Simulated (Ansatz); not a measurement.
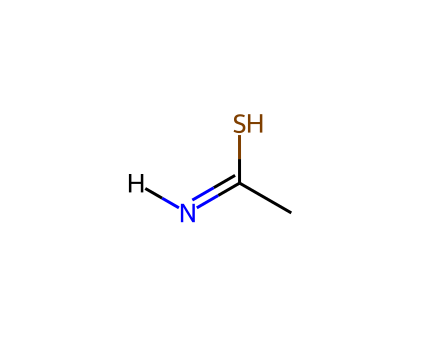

A structural formula.

Give its SMILES.

[H]/N=C(/C)S

Give the formula, hydrogens included.

C2H5NS.

An optimisation with PBE0-D4/def2-TZVP gave a structure of which point group?

Cs.

More results for the same structure follow; atom numbers are the same in all pictures, views and colours differ. The geometry was computed by an optimisation with PBE0-D4/def2-TZVP.

Geometry

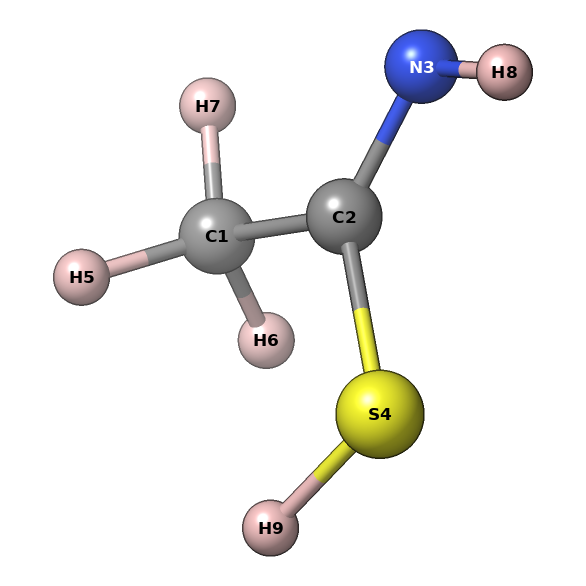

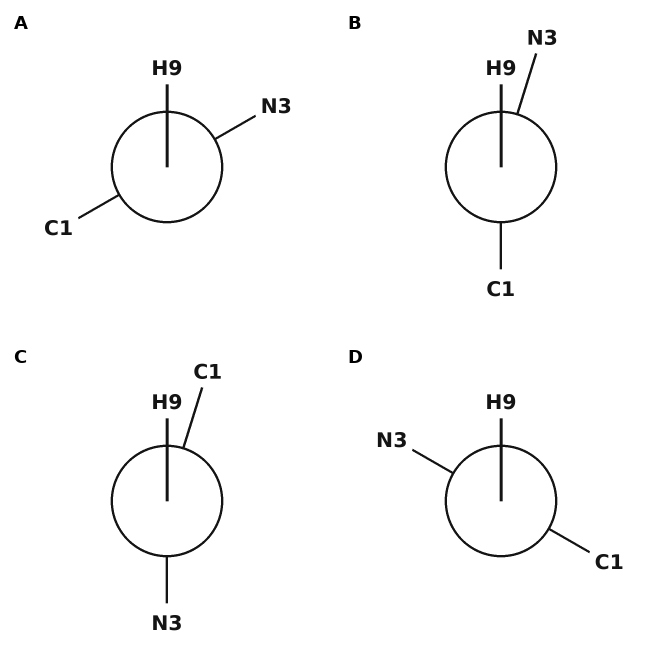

Depth is shown by fading: the farther an atom, the more it takes the colour of the background. Bonds that would overlap in a projection are set slightly apart.

Which Newman projection shows the view along S4–C2, with S4 in front?

C. The torsion angle H9–S4–C2–N3 is 180°, antiperiplanar (anti).

Thermal motion

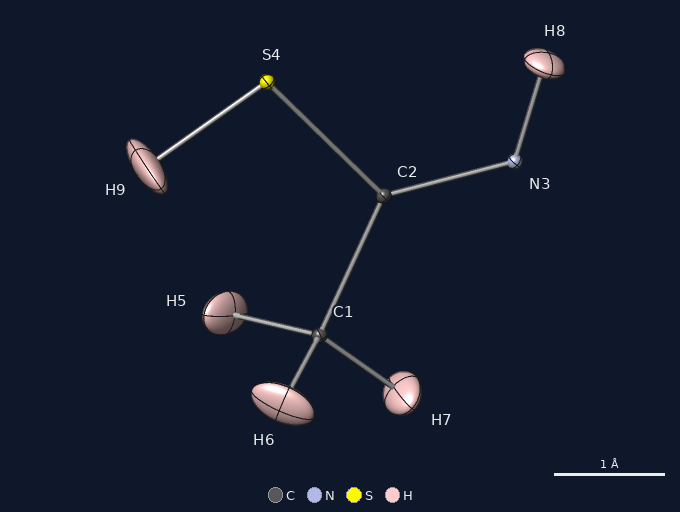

Displacement ellipsoids at the 50 % level, from the internal vibrations of the free molecule (harmonic, no overall translation or rotation; no half-axis is drawn under 0.075 Å). Vibrations computed with RKS PBE0-D4/def2-TZVP (Ansatz 0.2.0). Temperature: 0 K (zero-point motion alone).

Which atom moves most?

H9, with U_eq = 0.0342 Å².

Does H9 move more along its bond or across it?

Across it: the root-mean-square amplitude is 0.079 Å along the bond and up to 0.277 Å across, since bending and torsion are softer than stretching.

Give the displacement parameters, one line for each set of equivalent atoms.

```csv
atom,U_eq (Å²),rms amplitudes (Å)
C1,0.0011,"0.021, 0.032, 0.043"
C2,0.0015,"0.034, 0.036, 0.045"
N3,0.00100,"0.024, 0.031, 0.038"
S4,0.00035,"0.013, 0.017, 0.025"
"H5, H6",0.0210,"0.074, 0.131, 0.201"
H7,0.0197,"0.080, 0.129, 0.190"
H8,0.0138,"0.074, 0.131, 0.138"
H9,0.0342,"0.079, 0.141, 0.277"
```

Electronic properties

Level of theory: RKS r2SCAN0-D4/def2-TZVPP (Ansatz 0.2.0).

Estimate the dispersion correction.

−4.7 kJ/mol.

What is the HOMO–LUMO gap?

7.54 eV.

What is the HOMO energy (Kohn–Sham orbital)?

−7.53 eV.

Vibrations

Harmonic vibrations computed with RKS PBE0-D4/def2-TZVP (Ansatz 0.2.0) at a stationary point of the same level.

List the wavenumbers.

21 modes: 175, 200, 334, 426, 499, 644, 878, 884, 1008, 1066, 1080, 1294, 1393, 1464, 1470, 1724, 2717, 3057, 3126, 3168, 3488 cm⁻¹.
